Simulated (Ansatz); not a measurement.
**CH4AlIn (SMILES [CH2]1[AlH][InH]1) at B3LYP/def2-SVPD (core potential)**

Aim: the electronic atomisation energy of CH4AlIn at B3LYP/def2-SVPD (core potential), from 5 runs. 

The results are computed with Ansatz 0.2.0.

54 further runs of the same task are left out: 54 set aside as unsound or not needed.

### 1 The molecule

CH4AlIn has 7 atoms, charge 0, and is taken as a singlet. SMILES: `[CH2]1[AlH][InH]1`. The shape is that of a PBE0-D4/def2-TZVP optimisation.

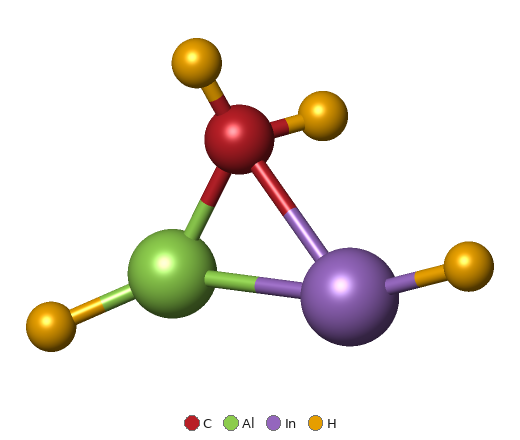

Viewed from a chosen angle; carbon red, aluminium green, indium purple, hydrogen amber.

### 2 A single-point energy at B3LYP/def2-SVPD (core potential)

Contents of molecule.yaml:

```yaml
basis:
  gaussian:
    orbitals: def2-SVPD
crystal:
  periodic: [false, false, false]
  atoms:
    - {symbol: C, position_ang: [-0.613000, 0.132400, -0.657400]}
    - {symbol: Al, position_ang: [-0.455200, 0.915100, 1.037900]}
    - {symbol: In, position_ang: [1.229300, -0.924400, 0.544100]}
    - {symbol: H, position_ang: [-0.896900, -0.927600, -0.754800]}
    - {symbol: H, position_ang: [-0.866200, 0.635300, -1.593000]}
    - {symbol: H, position_ang: [-0.487600, 2.358400, 1.689000]}
    - {symbol: H, position_ang: [2.089500, -2.189200, -0.265800]}
total_charge: 0
accuracy: high
hamiltonian:
  xc: {name: B3LYP}
output: {orbitals: {seedname: orbitals}}
```

Launch:

```
$ ansatz run molecule.yaml --threads 1 --pin off --max-ram 3480MiB --events-out events.jsonl --progress --plain --runs-dir runs
```

The log of the run:

```text
Warning: RAYON_NUM_THREADS=1 ignored (pool sized by the plan → 1); use --threads N
Functional definition: B3LYP
  name "B3LYP"
  parameter a0 = 0.2
  parameter ax = 0.72
  parameter ac = 0.81
  exchange = (1 - a0 - ax)*slater_x + ax*b88_x + a0*exact_x
  correlation = (1 - ac)*vwn_rpa_c + ac*lyp_c
2281 factors; integrals over basis functions are off by at most 3.5e-9 eV
mean field evaluation 1: about -12859.0996 eV, gradient 6.4e1 eV
mean field evaluation 2: about -12806.5186 eV, gradient 1.2e2 eV
mean field evaluation 4: about -12870.1949 eV, gradient 8.3e0 eV
mean field evaluation 8: about -12870.5899 eV, gradient 7.8e-1 eV
mean field evaluation 16: about -12870.5920 eV, gradient 1.9e-4 eV
mean field -12870.59197882 eV, -472.9855312212 hartree, gradient 9.0e-8 eV, S^2 0.000000; 0 other end points of the search recorded, 0 dependent functions left out
reference -12870.59202059 eV, -472.9855327560 hartree; 22, 22 occupied and 86, 86 virtual orbitals, 2281 factors
Total energy: -12870.59202059 eV, -472.9855327560 hartree
```

Run time: 10 s. Hardware: 1 thread of Arm Neoverse V2, shared host; peak memory 0.39 GiB.

### 3 The Al atom at the same level

Contents of run.yaml:

```yaml
crystal:
  periodic: [false, false, false]
  atoms:
    - symbol: Al
      position_ang: [0.000000, 0.000000, 0.000000]
basis:
  gaussian: {orbitals: def2-SVPD}
magnetization: {spin_polarized: true, initial_magnetization: 1}
hamiltonian: {xc: {name: B3LYP}}
accuracy: high
```

Launch:

```
$ ansatz run run.yaml --threads 1 --pin off --max-ram 3480MiB --events-out events.jsonl --progress --plain --runs-dir runs
```

The log of the run:

```text
Warning: RAYON_NUM_THREADS=1 ignored (pool sized by the plan → 1); use --threads N
Functional definition: B3LYP
  name "B3LYP"
  parameter a0 = 0.2
  parameter ax = 0.72
  parameter ac = 0.81
  exchange = (1 - a0 - ax)*slater_x + ax*b88_x + a0*exact_x
  correlation = (1 - ac)*vwn_rpa_c + ac*lyp_c
202 factors; integrals over basis functions are off by at most 1.9e-9 eV
mean field evaluation 1: about -6593.3501 eV, gradient 1.4e0 eV
mean field evaluation 2: about -6593.3816 eV, gradient 3.1e-1 eV
mean field evaluation 4: about -6593.3834 eV, gradient 7.9e-2 eV
mean field evaluation 8: about -6593.3835 eV, gradient 8.0e-5 eV
mean field evaluation 16: about -6593.3835 eV, gradient 8.6e-2 eV
mean field evaluation 32: about -6593.3835 eV, gradient 2.8e-8 eV
mean field -6593.38345753 eV, -242.3023729086 hartree, gradient 9.3e-9 eV, S^2 0.754318; 2 other end points of the search recorded, 0 dependent functions left out
reference -6593.38348010 eV, -242.3023737379 hartree; 7, 6 occupied and 17, 18 virtual orbitals, 202 factors
Total energy: -6593.38348010 eV, -242.3023737379 hartree
```

Wall time 1.6 s (1 thread of Arm Neoverse V2, shared host).

### 4 The C atom, same level

Contents of in.yaml:

```yaml
crystal:
  periodic: [false, false, false]
  atoms:
    - {symbol: C, position_ang: [0.000000, 0.000000, 0.000000]}
basis:
  gaussian:
    orbitals: def2-SVPD
accuracy: high
magnetization:
  spin_polarized: true
  initial_magnetization: 2
hamiltonian:
  xc: {name: B3LYP}
```

Launch:

```
$ ansatz run in.yaml --threads 1 --pin off --max-ram 3480MiB --events-out events.jsonl --progress --plain --runs-dir runs
```

The log of the run:

```text
Warning: RAYON_NUM_THREADS=1 ignored (pool sized by the plan → 1); use --threads N
Functional definition: B3LYP
  name "B3LYP"
  parameter a0 = 0.2
  parameter ax = 0.72
  parameter ac = 0.81
  exchange = (1 - a0 - ax)*slater_x + ax*b88_x + a0*exact_x
  correlation = (1 - ac)*vwn_rpa_c + ac*lyp_c
163 factors; integrals over basis functions are off by at most 3.2e-9 eV
mean field evaluation 1: about -1028.9048 eV, gradient 3.8e0 eV
mean field evaluation 2: about -1028.9839 eV, gradient 1.3e0 eV
mean field evaluation 4: about -1028.9961 eV, gradient 3.2e-3 eV
mean field evaluation 8: about -1028.9969 eV, gradient 1.7e-4 eV
mean field -1028.99692310 eV, -37.8149394447 hartree, gradient 7.3e-8 eV, S^2 2.003788; 0 other end points of the search recorded, 0 dependent functions left out
reference -1028.99694770 eV, -37.8149403487 hartree; 4, 2 occupied and 16, 18 virtual orbitals, 163 factors
Total energy: -1028.99694770 eV, -37.8149403487 hartree
```

It took 0.28 s on 1 thread of Arm Neoverse V2, shared host.

### 5 The H atom

Contents of job.yaml:

```yaml
crystal:
  periodic: [false, false, false]
  atoms:
    - {symbol: H, position_ang: [0.000000, 0.000000, 0.000000]}
basis:
  gaussian:
    orbitals: def2-SVPD
magnetization:
  spin_polarized: true
  initial_magnetization: 1
hamiltonian:
  xc: {name: B3LYP}
accuracy: high
```

Run the same way, it converges to -0.50126 Eh (log not shown).

### 6 The In atom, same level

Contents of input.yaml:

```yaml
crystal:
  periodic: [false, false, false]
  atoms:
    - {symbol: In, position_ang: [0.000000, 0.000000, 0.000000]}
basis:
  gaussian: {orbitals: def2-SVPD}
magnetization: {spin_polarized: true, initial_magnetization: 1}
hamiltonian: {xc: {name: B3LYP}}
accuracy: high
```

Run the same way, it converges to -190.18187 Eh (log not shown).

### 7 Outcome

Level: B3LYP/def2-SVPD (core potential).

| quantity | value |
| --- | --- |
| molecule: total energy | -472.98553 Eh |
| molecule: HOMO energy | -5.56 eV |
| molecule: LUMO energy | -2.37 eV |
| molecule: HOMO–LUMO gap | 3.19 eV |
| Al atom: total energy | -242.30237 Eh |
| Al atom: ⟨S²⟩ | 0.754 |
| C atom: total energy | -37.81494 Eh |
| C atom: ⟨S²⟩ | 2.004 |
| H atom: total energy | -0.50126 Eh |
| H atom: ⟨S²⟩ | 0.750 |
| In atom: total energy | -190.18187 Eh |
| In atom: ⟨S²⟩ | 0.752 |
| electronic atomisation energy | 18.540 eV |

Taking the molecule apart into free atoms costs 18.54 eV (428 kcal/mol), before zero-point energy and without spin-orbit coupling.
